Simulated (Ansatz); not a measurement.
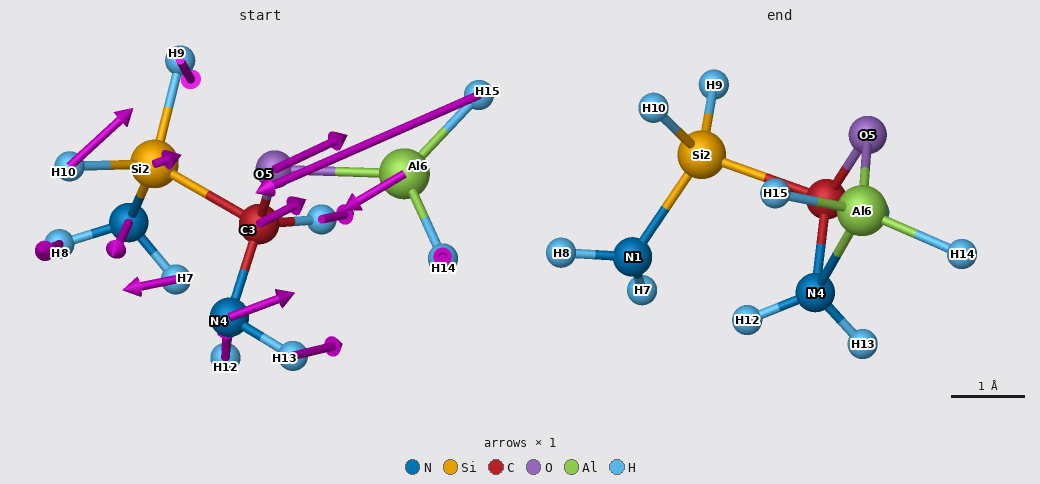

The structure of CH$_{9}$AlN$_{2}$OSi before (left) and after (right) a relaxation, at one scale. The purple arrows give the displacements, at their true length.

A ball-and-stick model, seen from a free direction.

The run prepares an end point of a later path (inversion) calculation, from a guessed geometry.

Computed with Ansatz 0.2.0, RKS PBE0/6-31G*.

The input:
```yaml
crystal:
  periodic: [false, false, false]
  atoms:
    - { symbol: "N", position_ang: [0.8319, -2.2747, -1.3331] }
    - { symbol: Si, position_ang: [1.3186, -0.7318, -0.5346] }
    - { symbol: C, position_ang: [-0.2016, 0.2616, 0.0073] }
    - { symbol: "N", position_ang: [-0.8791, 0.6542, -1.1555] }
    - { symbol: O, position_ang: [0.3067, 1.4037, 0.6657] }
    - { symbol: Al, position_ang: [-0.8838, 2.0336, 1.9795] }
    - { symbol: H, position_ang: [-0.19328, -2.25384, -1.3596] }
    - { symbol: H, position_ang: [1.24256, -2.26757, -2.2555] }
    - { symbol: H, position_ang: [2.1433, -1.0569, 0.6812] }
    - { symbol: H, position_ang: [2.1257, 0.0758, -1.4455] }
    - { symbol: H, position_ang: [-0.772, -0.4137, 0.7052] }
    - { symbol: H, position_ang: [-1.3281, -0.217, -1.565] }
    - { symbol: H, position_ang: [-1.8258, 1.2276, -0.8466] }
    - { symbol: H, position_ang: [-2.0519, 3.0732, 1.6053] }
    - { symbol: H, position_ang: [-0.7811, 1.452, 3.48] }
basis:
  gaussian: { orbitals: "6-31G*" }
hamiltonian:
  xc: pbe0
relax:
  f_tol: 0.015
  max_steps: 40
```

Command:
```bash
ansatz run input.yaml --threads 2 --pin off --max-ram 3072MiB --backend cpu --events-out ev --progress --plain --runs-dir out
```

Describe what moved and what it gained.

After 35 accepted moves (36 points after the start) the energy has fallen by 49.7 kcal/mol. The largest force component goes from 5.1 to 0.005 eV/Å. The line search rejected the trial step at point 24 of the run. The atom that moves furthest after the best rigid fit is H15 (3.79 Å). Largest moves by element: H 3.79 Å, O 1.39 Å, N 1.12 Å, Al 1.01 Å, C 0.93 Å, Si 0.46 Å. Near-neighbour distances that change, for instance: N4–Al6 3.425 → 2.068 Å, N4–H13 1.149 → 1.018 Å, C3–N4 1.402 → 1.512 Å, O5–Al6 1.882 → 1.801 Å. New bonds form, among them: N4–Al6 (3.43 → 2.07 Å). Bond angles that change, for instance: C3–O5–Al6 111.6° → 97.7°, Si2–N1–H7 105.3° → 118.6°, Si2–N1–H8 106.8° → 116.7°. Groups turn about C3–O5 by about 95°, C3–N4 by about 55°, Si2–C3 by about 25°. The run took 3.4 min on 2 threads of Intel(R) Xeon(R) Platinum 8259CL CPU @ 2.50GHz (Skylake/Cascade Lake), with other jobs on the host, peak memory 0.32 GiB.
